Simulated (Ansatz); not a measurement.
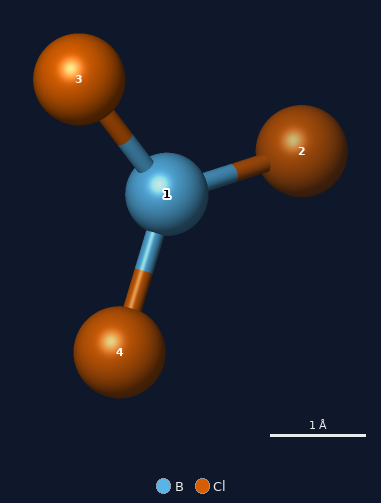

Fig. 1: The structure as given in the input (ball-and-stick view, seen at a tilt; atoms are numbered from 1 in the order of the input). Bond lengths as drawn: B–Cl 1.74 Å.

# BCl3: single-point calculation

System: BCl3.
Method: RKS r2SCAN-D4/def2-TZVPP (Ansatz 0.2.0).

The geometry comes from this level: PBE0-D4/def2-TZVP.

## Input file
```yaml
crystal:
  periodic: [false, false, false]
  atoms:
    - {symbol: B, position_ang: [-1.752319, -0.155753, 0.015947]}
    - {symbol: Cl, position_ang: [-2.157787, -1.731826, 0.623360]}
    - {symbol: Cl, position_ang: [-1.241415, 0.034433, -1.633359]}
    - {symbol: Cl, position_ang: [-1.857731, 1.230161, 1.057833]}
basis:
  gaussian: {orbitals: def2-TZVPP}
hamiltonian: {xc: r2scan, dispersion: d4}
```

Machine: 8 threads of Arm Neoverse V2, 23 GiB of memory available, shared host.

Run as:
```bash
ansatz run in.yaml --threads 8 --pin off --events-out ev --progress --plain --max-ram 19148MiB
```

## The program's output
```
Functional definition: r2SCAN
  name "r2SCAN"
  cite "Furness, Kaplan, Ning, Perdew & Sun, J. Phys. Chem. Lett. 11, 8208 (2020) doi:10.1021/acs.jpclett.0c02405"
  cite "Furness, Kaplan, Ning, Perdew & Sun, J. Phys. Chem. Lett. 11, 9248 (2020) doi:10.1021/acs.jpclett.0c03077"
  parent r2scan
  parameter k0 = 0.174
  parameter k1 = 0.065
  parameter a1 = 4.9479
  exchange = r2scan_x(k0 = k0, k1 = k1, a1 = a1)
  correlation = r2scan_c
1051 factors; their error is unknown
mean field evaluation 1: about -38245.0521 eV, gradient 2.1e1 eV
mean field evaluation 2: about -38243.6805 eV, gradient 3.3e1 eV
mean field evaluation 4: about -38246.1103 eV, gradient 7.5e-1 eV
mean field evaluation 8: about -38246.0884 eV, gradient 4.8e-3 eV
mean field -38246.08837253 eV, -1405.5178235608 hartree, gradient 3.4e-5 eV, S^2 0.000000; 0 other end points of the search recorded, 0 dependent functions left out
reference -38246.08838121 eV, -1405.5178238797 hartree; 28, 28 occupied and 129, 129 virtual orbitals, 1051 factors
Total energy: -38246.11730832 eV, -1405.5188869314 hartree
```

## Summary

- outcome: converged
- total energy: −38246.1173 eV
- mean-field energy: −38246.0884 eV
- dispersion energy: −0.0289 eV
- SCF solution under orbital rotations: stable
- wall time: 1 s (CPU time 5.9 s)
- peak memory: 0.55 GiB
